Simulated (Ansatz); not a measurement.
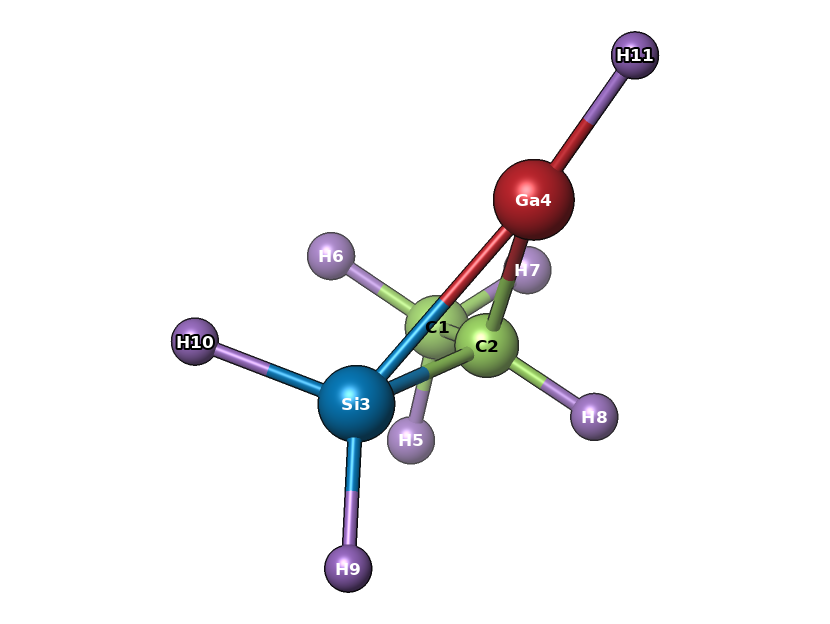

C1 lies behind C2. The molecule seen a little off the C2–C1 bond, C2 in front. Distant atoms are faded towards the background colour. The computed structure is the end point of a PBE-D4/def2-SVP optimisation. No frequency run is at hand to confirm it as a minimum.

What is the torsion angle Ga4–C2–C1–H5? The sign is positive where the front bond must turn clockwise to cover the back bond.

−174°, antiperiplanar (anti). The bonds about C2–C1 are staggered.
